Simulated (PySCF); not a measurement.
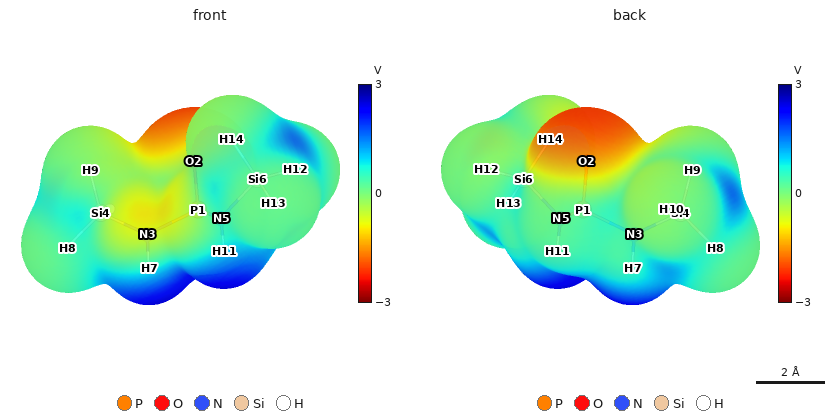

Figure. H8N2OPSi2 (SMILES O=[P](N[SiH3])N[SiH3]) (doublet). The electrostatic potential painted on the density surface at 0.002 e/bohr³, seen from the front and from behind; red is negative and blue positive.

Geometry: GFN2-xTB.

These are results of UKS B3LYP, pcH-1 on H N O P Si, non-relativistic, mean-field spin-orbit, GIAO in PySCF, not measurements.

```xyz
14

P     0.0122    0.1747   -0.8203
O    -1.3420    0.7149   -0.6736
N     0.0985   -1.4340   -0.2986
Si   -1.3058   -2.4651   -0.3780
N     1.1027    0.9414    0.2241
Si    0.8331    2.5887    0.7291
H     1.0159   -1.8348   -0.3996
H    -0.7344   -3.7672   -0.0240
H    -2.2536   -1.9694    0.6105
H    -1.8745   -2.4885   -1.7265
H     2.0438    0.5960    0.1374
H     0.6620    3.4775   -0.4215
H     2.0782    2.8844    1.4432
H    -0.3360    2.5814    1.5977
```

Describe the electrostatic potential map.

The most negative region (about −2.1 V) lies over O2, the most positive (about +2.4 V) over P1, H7 and H11. O2 is the likeliest acceptor of a hydrogen bond.
